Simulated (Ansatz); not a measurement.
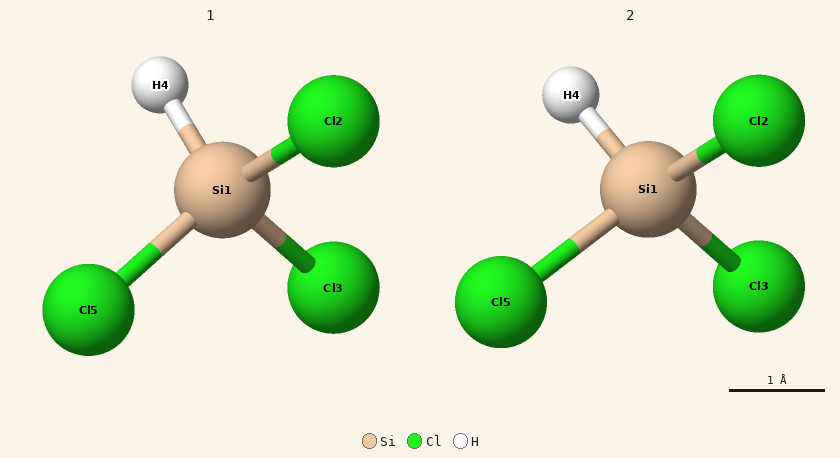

Two geometries of SiHCl3, drawn at one scale. One is the start of a relaxation, the other its converged end. Style: ball-and-stick. Shown from a free direction.

These are results of UHF/def2-SVP in Ansatz, not measurements. Set-up: collinear spin; force threshold 0.03 eV/Å; at most 50 steps.

**Which of the two is the end point?**

Structure 1 is the relaxed one. The run prepares an end point of a later path (reaction) calculation, from a guessed geometry. Over 3 accepted moves (4 points after the start) the energy falls by 0.143 eV. The largest force component goes from 1.1 to 0.0021 eV/Å. The line search rejected the trial step at point 3 of the run. H4 moves most after the best rigid fit: 0.16 Å. Largest moves by element: H 0.16 Å, Cl 0.12 Å, Si 0.06 Å. Among the contacts that change: Si1–Cl5 2.085 → 2.046 Å, Si1–H4 1.424 → 1.458 Å, Si1–Cl2 2.037 → 2.046 Å. Bond angles that change, for instance: H4–Si1–Cl5 97.0° → 109.6°, Cl2–Si1–H4 113.5° → 109.6°, Cl2–Si1–Cl5 111.6° → 109.3°. Cost: 4 s on 2 threads of Arm Neoverse V2, on a shared host, peak memory 0.19 GiB.
